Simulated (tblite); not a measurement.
# CH7B2F3Si2: the cost of one run

The runs use tblite 0.8.0 and PySCF 2.14.0, with density-fitted response routines of our own; the level of theory stands in each step. All values are computed, except where a source is named. Atoms count from 0, in the outputs and in this text.

**1. The starting structure**

15 atoms, charge 0, multiplicity 1; geometry from: force field or distance geometry start.

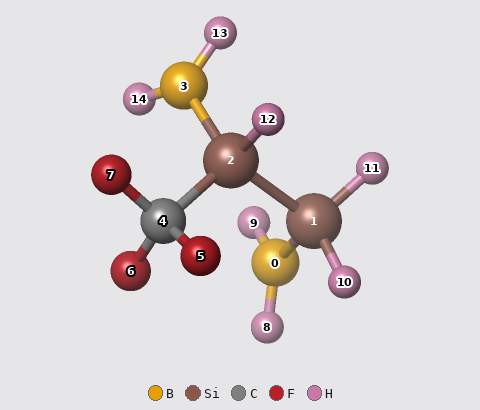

As it starts; boron amber, silicon brown, carbon grey, fluorine red, hydrogen pink, atoms numbered.

**2. Optimising the geometry with GFN2-xTB**

The job: settings as JSON, then the geometry in Å.

```
{"job": {"kind": "relax", "xc": "GFN2-xTB", "basis": "xTB"}, "charge": 0, "multiplicity": 1}
B      2.339800    -0.943500    -0.202500
Si     1.034500    -0.464400     1.167600
Si    -0.776700     0.479800     0.342600
B     -0.306500     2.015900    -0.775500
C     -1.905700    -0.717400    -0.528300
F     -2.467700    -1.518300     0.453400
F     -1.271100    -1.477100    -1.482500
F     -2.922100     0.046900    -1.093000
H      2.525100    -2.087900    -0.473200
H      2.844100    -0.084800    -0.843200
H      0.702600    -1.695000     1.900400
H      1.650400     0.518000     2.078700
H     -1.592600     1.035700     1.467700
H      0.028800     2.985700    -0.175100
H      0.112400     1.914400    -1.859000
```

Command:

```console
$ OMP_NUM_THREADS=1 python probes_run.py task.json out
```

This one command runs all jobs of the session in turn.

**Question.** How long does this first job take on 1 thread of Arm Neoverse V1, shared host?

About 1.9 s.
